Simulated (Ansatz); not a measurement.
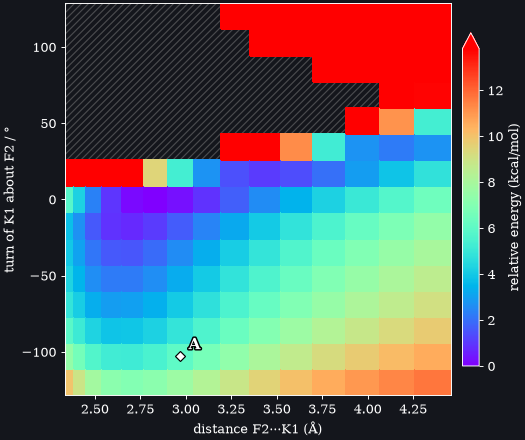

CH₂F₂K, charge +1. 
- The turn is about an axis along (−0.91, −0.41, 0.00) in the frame of the relaxed pair, normal to the line between the partners.
- First axis: distance F2···K1. Second axis: turn of K1 about F2.
- The grid has 15 × 15 points. At 61 points there is no value (left out of the scan, as a rule where atoms come close).
- All energies are given in kcal/mol relative to the lowest grid point.
- Energies and slopes of some neighbouring points disagree (a jump in structure or state, or too coarse a mesh).
- Method: RHF/def2-SVPD in Ansatz 0.2.0.

In the figure: one coloured cell a grid point, one colour for all values above the top of the scale, hatched blanks where no value was computed, the point A.

Which way does the force act at A, and how strong is it?

Answer. A, at distance F2···K1 = 2.970 Å, turn of K1 about F2 = −102.9°, is not a stationary point. The computed force is 4.4 kcal/mol for each Å towards smaller values of distance F2···K1 and 0.079 kcal/mol for each degree towards larger values of turn of K1 about F2.
